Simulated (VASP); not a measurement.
Band structure of CsH (space group Fm-3m). Calculation: r2SCAN+rVV10, VASP's PBE PAW potentials (set 64) (plane waves; VASP).

Unless said otherwise, spin-orbit coupling is left out, though it shifts the bands of the heavy elements here.

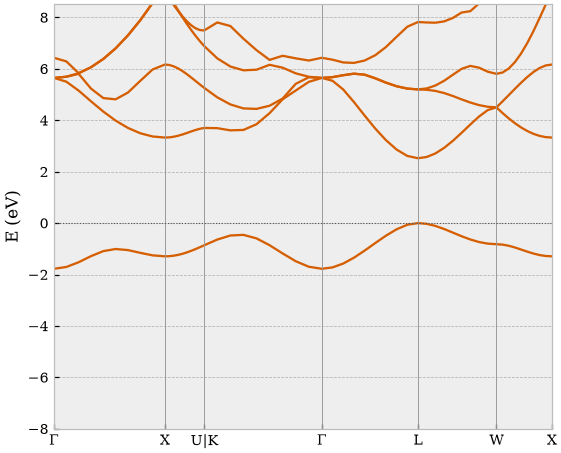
Fig. 1. Bands along high-symmetry lines, zero at the valence-band maximum or, without a gap, the Fermi level

Question: Read the plot: is there a gap, and where are the band edges?

Answer: The gap is direct, 2.52 eV, from the valence maximum at L to the conduction minimum at L.

The structure comes from a measured CsH entry (Fm-3m) of the Crystallography Open Database, whose conditions weren't checked. It was relaxed first.
